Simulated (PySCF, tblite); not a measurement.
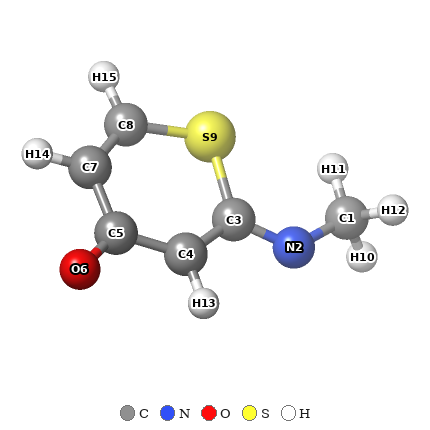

First-order isotropic EPR spectrum (fast tumbling, first derivative) of C₆H₆NOS, SMILES C[N]c1cc(=O)ccs1, doublet at 9.75 GHz, Lorentzian lines of 0.10 mT full width at half height, from computed g and hyperfine couplings (B3LYP/pcH-1 with PySCF 2.14.0, at a GFN2-xTB geometry (a minimum by its frequencies), gas phase); values of one conformer, averaged over methyl-type rotors alone; other conformers aren't averaged in; no vibrational averaging; dilute isotopes left out. The SMILES is one Lewis form and needn't show where the spin sits.

Give g and the hyperfine couplings.

g_iso = 2.0047, which centres the spectrum at 347.5 mT; it spans 8.3 mT.

```tsv
nuclei	isotope	a (mT)	a (MHz)
H10, H11, H12	¹H	1.83	51.3
H13	¹H	−1.37	−38.4
N2	¹⁴N	0.67	18.8
H14	¹H	−0.04	−1.2
```

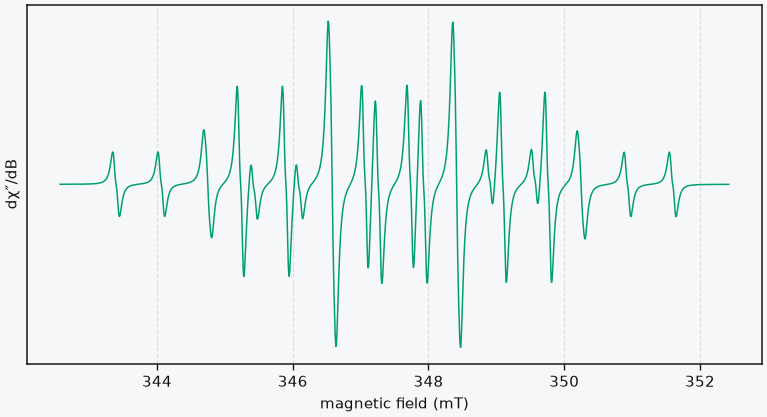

Caveats: the tight-binding geometry is rougher than a DFT one and adds to the error.
